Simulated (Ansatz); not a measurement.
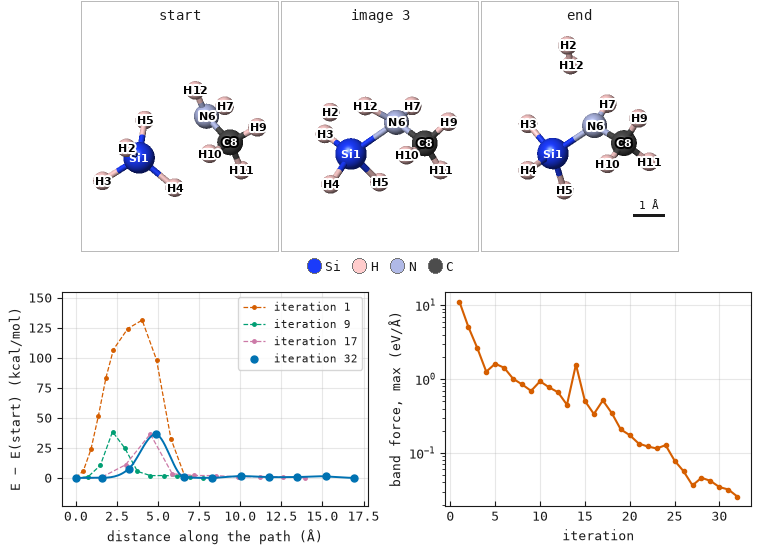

NEB run on CH₉NSi, made up at the start of SiH4 and CH5N. Images are numbered from 0 (start) to 10 (end). The plot follows the band through its iterations. A ball-and-stick model, seen at a tilt.

Level of theory: Ansatz, RKS PBE-D4/def2-SVP. Settings: 9 movable images; climbing image; force threshold 0.03 eV/Å; iteration limit 60; starting path through a guess of the saddle point.

Judge this run.

The run is converged, with reservations. The band converged in 32 iterations. The largest component of the band force went from 11 to 0.026 eV/Å. The climbing image converged on the top of the path. Its vibrational analysis gives one imaginary mode (1222i cm⁻¹), as a transition state must have. The first iteration put the highest image at 131.4 kcal/mol. The two ends have nearly the same energy, and the highest point, image 3, lies 36.3 kcal/mol above the start.

Limits of the set-up: the start holds two separate molecules, 2.7 Å apart at their closest, whose relative position is a soft coordinate.
